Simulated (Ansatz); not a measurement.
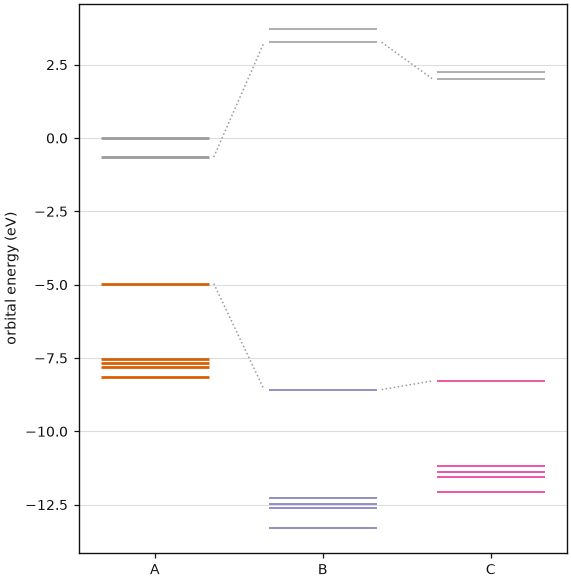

Frontier orbital energies of C₃H₉NSi (enamine tautomer), SMILES C/C(N)=C\[SiH3] at one geometry, def2-TZVPP, the Ansatz code 0.2.0, at a PBE0-D4/def2-TZVP geometry (a minimum by its frequencies). Empty levels are grey, levels within 0.1 eV stand side by side; all columns show the same few orbitals around the gap. Dotted lines join the HOMOs and the LUMOs.

The columns come from HF, revPBE and ωB97M-V. Which is which?

Answer. A: revPBE (HOMO −4.96, LUMO −0.65, separation 4.31 eV)
B: HF (HOMO −8.57, LUMO 3.27, separation 11.84 eV)
C: ωB97M-V (HOMO −8.28, LUMO 2.03, separation 10.31 eV)

Limits of at least one run: empty levels above zero depend strongly on the basis.
